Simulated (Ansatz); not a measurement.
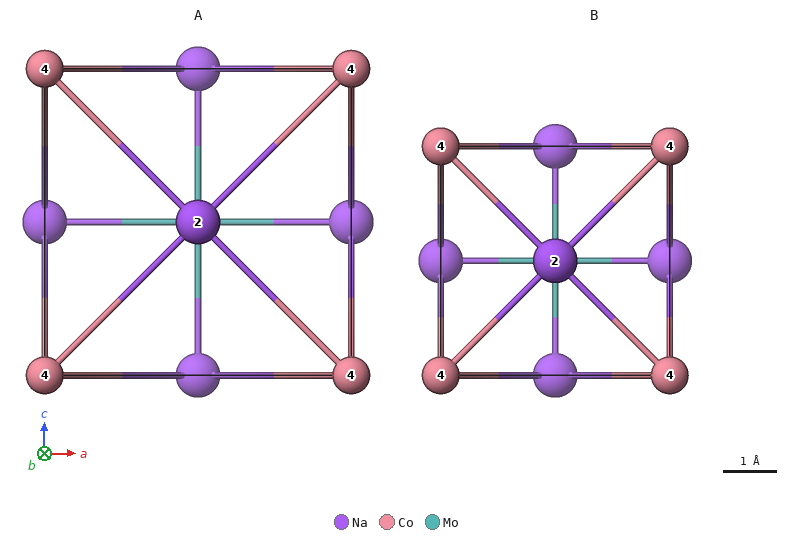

Two geometries of a crystal of Na3CoMo (built on the cubic perovskite type) (coarse preliminary run), drawn at one scale. One is the start of a relaxation, the other its converged end. A ball-and-stick model of the cell of the calculation, seen along the b axis.

All numbers below come from Ansatz 0.2.0, DFT PBE, scalar-relativistic, plane waves, PAW. Set-up: plane-wave cutoff 420 eV; k-point mesh 4 × 4 × 4; occupations gaussian; smearing width 0.1 eV; collinear spin; cell and atoms relaxed; force threshold 0.04 eV/Å; at most 70 steps.

Question: Which one is relaxed?

Answer: Structure A is the relaxed one. Case: cubic perovskite type (Pm-3m, No. 221). No atom moves by more than 0.005 Å relative to the cell. The drawn cell changes as follows: a = b = c 4.351 → 5.825 Å (+33.9 %); the volume changes by +139.9 %. Some distances before and after: Co–Na 3.077 → 4.119 Å, Na–Na 3.077 → 4.119 Å, Mo–Na 2.176 → 2.912 Å. The space group stays Pm-3m (No. 221). After 10 accepted moves (13 points after the start) the energy has fallen by 6.097 eV per cell of the calculation. All forces vanish by symmetry, so only the cell relaxes. Pressure: 34.62 GPa at the start and 0.01 GPa at the end. At 3 points the geometry stayed and the basis and grid were re-selected for the new cell (energy shift of 0.540 eV per cell of the calculation at most each time). The run took 110 s on 1 thread of Arm Neoverse V1 (shared host), peak memory 0.51 GiB.
